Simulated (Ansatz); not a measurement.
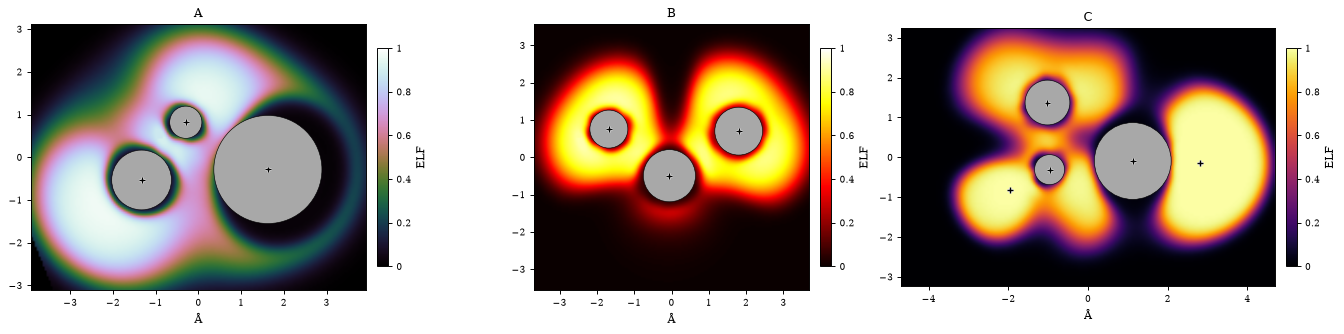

The electron localisation function of 3 systems, each on a plane through atoms (crosses mark nuclei in the plane; grey discs cover the cores).

The calculation used isolated molecule in a Gaussian basis; Kohn-Sham density functional theory, functional PBE0 (Ansatz 0.2.0).

System 1: CNaSi (charge −1), the molecular plane. Geometry: B3LYP-D4/def2-TZVPD.

```xyz
3

C    -3.3981   -1.8779   -2.4485
Na   -4.7558   -3.0300   -3.7697
Si   -1.9579   -2.1560   -3.3121
```

System 2: CH₂MgS (SMILES [CH]1=[S+][MgH-]1), the molecular plane. Geometry: BLYP-D3(BJ)/def2-SVP.

```xyz
5

C     2.0324    0.3729    0.7727
Mg    0.6381    0.2001    2.3338
S     0.7191    0.8083   -0.1883
H    -0.3120    0.0027    3.7207
H     3.0186    0.3492    0.2612
```

System 3: BrCl₃Si (SMILES Cl[Si](Cl)(Cl)Br), the plane of atoms Br1, Si5 and Cl4. Geometry: B3LYP-D3(BJ)/def2-SVP.

| atom | x (Å) | y (Å) | z (Å) |
| --- | --- | --- | --- |
| Br | 0.3541 | -2.2489 | -0.5200 |
| Cl | -1.5623 | -2.5706 | 2.3696 |
| Cl | -0.0843 | 0.3604 | 1.7439 |
| Cl | 1.7526 | -2.2733 | 2.6690 |
| Si | 0.1112 | -1.6741 | 1.5988 |

**Which map belongs to which system?**

Panel A is system 1, CNaSi: the plane holds C, Na and Si. C–Si (1.70 Å): the ELF peaks at about 0.90 between the atoms, as expected for localised, covalent bonding. Panel B is system 3, BrCl₃Si: the plane holds Br, Cl and Si. Si–Cl (2.05 Å): the ELF peaks at about 0.85 between the atoms; a shared but strongly polarised pair. Panel C is system 2, CH₂MgS: the plane holds C, Mg, S and H. C–S (1.68 Å): the ELF peaks at about 0.90 between the atoms (localised, covalent bonding).
